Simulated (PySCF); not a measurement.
## A study: BH7OPSi2, doublet, SMILES `[SiH3]O[B]P[SiH3]`

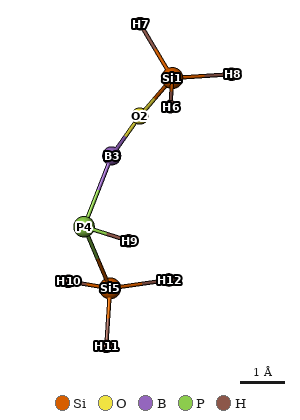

The molecule, with its atoms numbered as below. No frequency check shows the geometry to be a minimum.

Geometry (Å), atoms numbered from 1:

```
Si1     -2.9556    0.1075    0.2574
O2      -1.5078    0.3300   -0.4471
B3      -0.2676    0.2432   -0.7922
P4       1.0442   -0.9028   -0.0963
Si5      2.7767    0.4747    0.1605
H6      -2.9196   -0.9833    1.2352
H7      -3.8319   -0.2060   -0.8682
H8      -3.2022    1.3964    0.8999
H9       0.6691   -0.9232    1.2418
H10      3.3628    0.6702   -1.1646
H11      3.7125   -0.2065    1.0551
H12      2.4508    1.7876    0.7329
```

## 1. Bonding charge

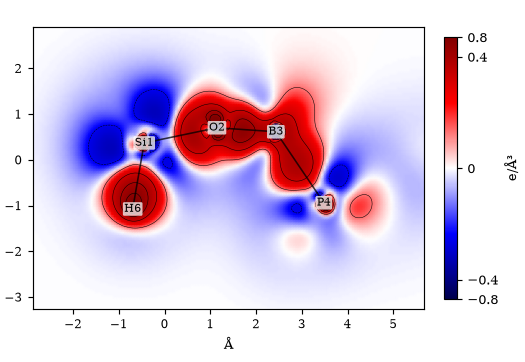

Deformation density (molecule less spherical, spin-averaged free atoms) in the plane of Si1, O2, B3, P4 and H6; colour scale in e/Å³, logarithmic beyond ±0.1; red: gain, blue: loss.

PySCF calculation, B3LYP/def2-TZVP, gas phase; geometry: GFN2-xTB. The stability of the open-shell solution wasn't checked. GFN2-xTB doesn't know the spin state, so this open-shell geometry is rough.

Question: How much density has each bond in this plane gained at its critical point, relative to the free atoms?

Answer: O2–B3: +0.39 e/Å³ at the bond critical point (bond length 1.29 Å, Mayer order 1.4). B3–P4: +0.36 e/Å³ at the bond critical point (bond length 1.88 Å, Mayer order 1.1). Si1–H6: +0.24 e/Å³ at the bond critical point (bond length 1.47 Å, Mayer order 0.9). Si1–O2: +0.05 e/Å³ at the bond critical point (bond length 1.62 Å, Mayer order 1.1); up to 0.6 Å beside the axis the gain reaches +0.39 e/Å³. In all, 3.0 electrons gather in the regions of gain relative to the promolecule. A small or negative value marks a very polar bond, one between electron-rich atoms, whose free-atom densities already overlap strongly, a long bond to a heavier atom, or a closed-shell contact such as a hydrogen bond.

Question: Where do the Hirshfeld charges lie?

Answer: The highest Hirshfeld charge is on Si1 (+0.44 e), the lowest on O2 (−0.24 e).

## 2. Bond critical points

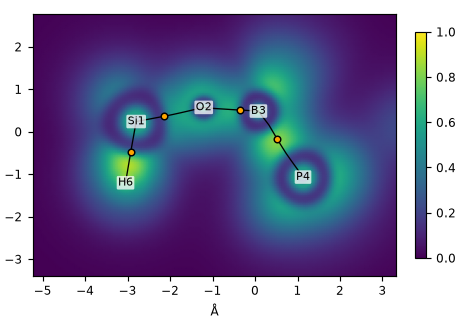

Localised orbital locator (LOL) in the plane of Si1, O2, B3, P4 and H6, with bond paths and bond critical points (dots).

Question: What values does LOL take at the bond critical points in this plane?

Answer: B3–P4: about 0.82; Si1–H6: about 0.43; O2–B3: about 0.32; Si1–O2: about 0.27. Values above 0.5 mark slow, localised electrons, as in shared pairs; low values at a critical point mark a polar or closed-shell contact whose critical point lies between the shells.

Question: Where along O2–B3 does the critical point lie?

Answer: 0.85 Å from O2 and 0.44 Å from B3.

## 3. Local ionisation energy

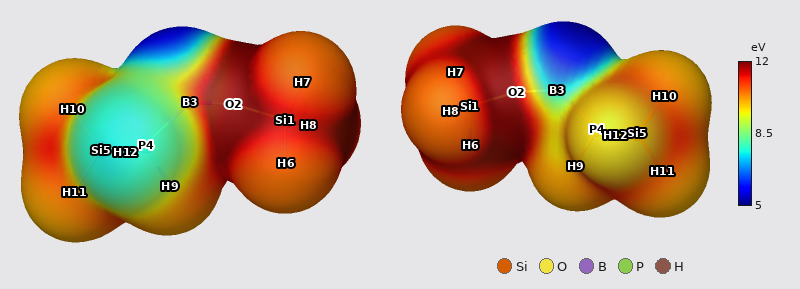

Average local ionisation energy on the surface of electron density 0.001 a.u. (back view left, front view right).

Question: Where are the most loosely bound electrons on this surface?

Answer: The lowest value is 5.4 eV, 2.3 Å from B3. Further minima include 7.5 eV, 2.3 Å from P4; 9.8 eV, 1.5 Å from H12; 10.1 eV, 1.4 Å from H9. For comparison, the highest occupied orbital lies at −4.7 eV.

## 4. Spin density

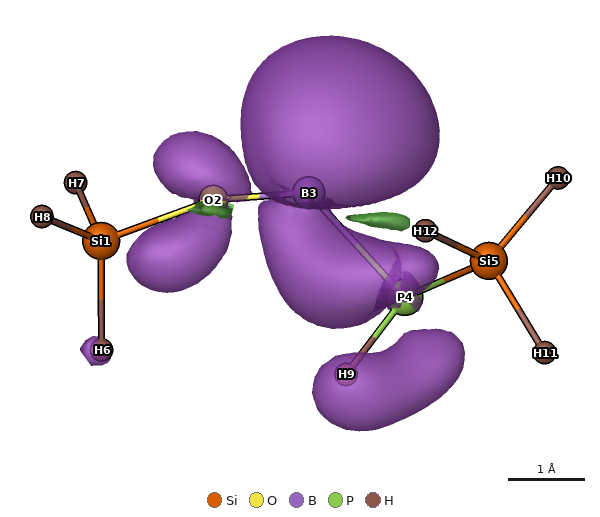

Spin density ρα − ρβ at ±0.01 e/Å³ (purple: excess α, green: excess β).

Question: Give the atomic spin populations that go with this picture.

Answer: Hirshfeld spin populations: B3 +0.68, P4 +0.14 and O2 +0.09. ⟨S²⟩ = 0.75, as for a pure state.

## 5. In an electric field

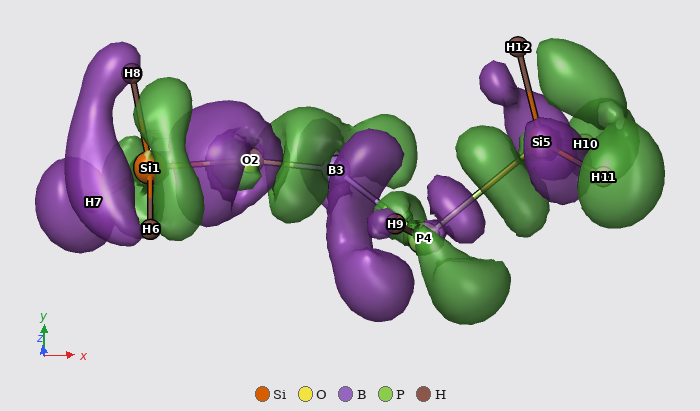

Change of the electron density in a uniform field of 0.21 V/Å, surfaces at ±0.002 e/Å³ (purple: gain, green: loss).

PySCF calculation, B3LYP/6-31+G*, gas phase; geometry: GFN2-xTB. The basis has diffuse s and p functions alone, which still leaves polarisabilities too small, most of all across bonds. The stability of the open-shell solution wasn't checked. GFN2-xTB doesn't know the spin state, so this open-shell geometry is rough.

Question: Along which Cartesian direction does the field point?

Answer: Along +x: electrons gather on the −x side, against the field.

Question: What dipole is induced, and what polarisability does it imply?

Answer: The induced dipole is 1.26 D (along the field); α along this axis, from the fields in both directions, is 124 bohr³ (18.3 Å³).

Question: Which atoms gain and lose the most charge?

Answer: Electrons gather most on Si1 (Hirshfeld charge changes by −0.011 e) and leave Si5 most (+0.014 e); 0.086 electrons are displaced in all.

## 6. Removing or adding an electron

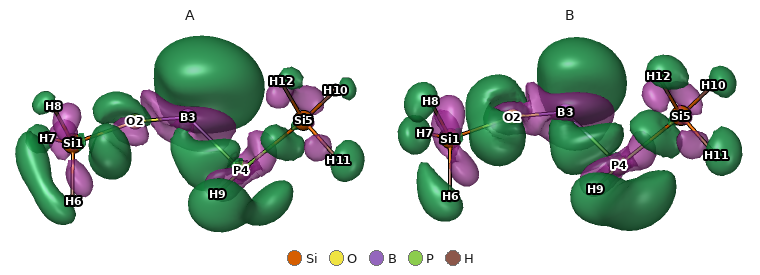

The two Fukui functions at ±0.015 e/Å³ (green positive, purple negative).

Method: PBE0/def2-SVP; geometry: GFN2-xTB; program: PySCF. GFN2-xTB doesn't know the spin state, so this open-shell geometry is rough.

Question: Which panel is f⁻ (electron removed) and which f⁺ (electron added)?

Answer: A is f⁺, B is f⁻. f⁻ (Hirshfeld-condensed) is largest on B3 (0.36); the vertical ionisation energy is 6.93 eV (to the singlet cation, which needn't be its lowest state). f⁺ (Hirshfeld-condensed) is largest on B3 (0.36); the vertical electron affinity is −0.52 eV (to the singlet anion, which needn't be its lowest state; negative, but this basis has no diffuse functions, so it doesn't show that the anion is unbound).
